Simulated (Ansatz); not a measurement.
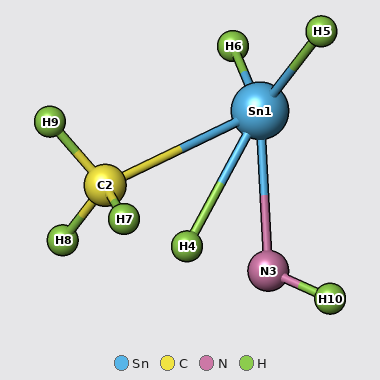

The system is the reacting system CH7NSn (fragments CH₇NSn where the first distance is long, H₃NSn + CH₄ where the second is long); the picture shows the reference structure. 
- The first coordinate is: distance C2–H4 (bond that forms); the second: distance Sn1–C2 (bond that breaks).
- Relaxed at each point: all other coordinates.
- Grid: 13 × 13 points.
- Points are written as (first, second).
- All energies are given in kJ/mol relative to the lowest grid point.
- Energies and slopes of some neighbouring points disagree (a jump in structure or state, or too coarse a mesh). The reference is spin-restricted, so regions where a bond is pulled apart into radicals lie too high.
- These are results of RKS PBE-D4/def2-SVP in Ansatz, not measurements.

Its coordinates:

```xyz
10

Sn   -1.0802   -0.0319    0.8042
C     1.2845   -0.0406   -0.0222
N    -1.0831   -0.3111   -1.2607
H     0.1869   -0.0592   -0.8900
H    -1.3268    1.4747    1.6443
H    -1.4950   -1.3949    1.7948
H     1.5469    0.8935   -0.5619
H     1.5234   -0.9484   -0.6159
H     1.9656   -0.0733    0.8600
H    -1.5222    0.4911   -1.7527
```

Range: distance C2–H4 (bond that forms) from 0.963 to 2.163 Å; distance Sn1–C2 (bond that breaks) from 1.935 to 3.135 Å.

What will the energy surface look like?

Answer. The lowest grid point is at (2.163 Å, 2.147 Å). It lies at the edge of the scanned range, so the true minimum may lie outside. The energy also falls towards the edge at (1.017 Å, 1.935 Å) (12 kJ/mol above the lowest), where a further well may lie outside the range. The highest grid point, (0.963 Å, 1.989 Å), lies 451 kJ/mol above the lowest.

| second ↓, first → | 0.963 | 1.017 | 1.091 | 1.175 | 1.267 | 1.365 | 1.468 | 1.575 | 1.686 | 1.801 | 1.918 | 2.039 | 2.163 |
| --- | --- | --- | --- | --- | --- | --- | --- | --- | --- | --- | --- | --- | --- |
| 3.135 | 180 | 152 | 138 | 144 | 167 | 200 | 238 | 277 | 246 | 224 | 206 | 192 | 180 |
| 3.011 | 184 | 156 | 142 | 148 | 171 | 205 | 242 | 249 | 222 | 200 | 182 | 167 | 155 |
| 2.890 | 189 | 162 | 148 | 154 | 177 | 212 | 250 | 225 | 198 | 175 | 156 | 141 | 130 |
| 2.773 | 198 | 170 | 156 | 163 | 186 | 274 | 236 | 202 | 173 | 149 | 131 | 115 | 103 |
| 2.658 | 210 | 182 | 168 | 175 | 198 | 254 | 214 | 178 | 149 | 125 | 105 | 90 | 77 |
| 2.547 | 226 | 198 | 185 | 191 | 280 | 234 | 192 | 156 | 126 | 101 | 82 | 66 | 53 |
| 2.440 | 247 | 220 | 206 | 213 | 266 | 217 | 174 | 137 | 106 | 81 | 61 | 45 | 32 |
| 2.337 | 274 | 247 | 233 | 240 | 256 | 205 | 160 | 122 | 90 | 64 | 44 | 27 | 14 |
| 2.239 | 308 | 281 | 268 | 274 | 251 | 198 | 152 | 113 | 81 | 54 | 33 | 16 | 3 |
| 2.147 | 349 | 322 | 309 | 314 | 255 | 200 | 153 | 113 | 80 | 53 | 31 | 14 | 0 |
| 2.063 | 398 | 371 | 358 | 329 | 267 | 212 | 163 | 122 | 89 | 61 | 39 | 21 | 7 |
| 1.989 | 451 | 424 | 419 | 353 | 289 | 232 | 183 | 142 | 107 | 79 | 56 | 38 | 24 |
| 1.935 | 40 | 12 | 447 | 378 | 314 | 256 | 206 | 164 | 129 | 100 | 77 | 59 | 44 |

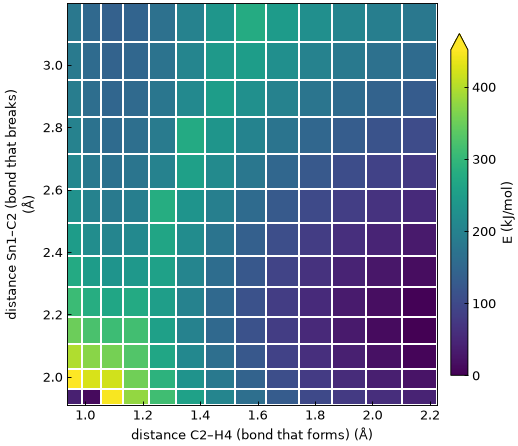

In the figure: one coloured cell a grid point, one colour for all values above the top of the scale.

Each point was launched as `ansatz run input.yaml --threads 1 --pin off --max-ram 2560MiB --backend cpu --events-out ev --progress --plain --runs-dir out`. Time for the 169 points that were run: 40 min on 1 thread of Arm Neoverse V1, on a shared host.
